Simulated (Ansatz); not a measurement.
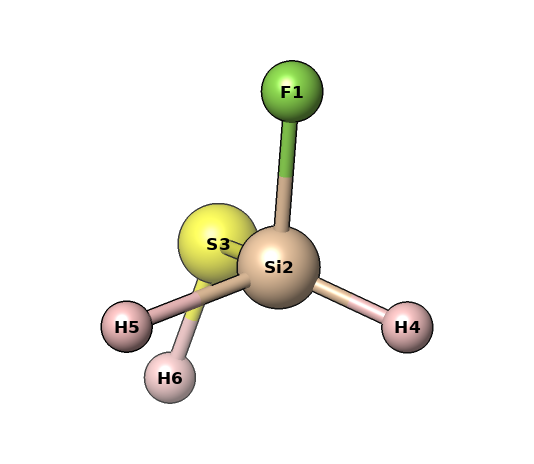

Source: calculation with Ansatz.

S3 lies behind Si2. The molecule seen a little off the Si2–S3 bond, Si2 in front. Distant atoms are faded towards the background colour. Geometry: atoms displaced at random (about 0.13 Å) from a stationary point of GFN2-xTB.

Q: What is the torsion angle F1–Si2–S3–H6? The sign is positive where the front bond must turn clockwise to cover the back bond.

A: −165°, antiperiplanar (anti).
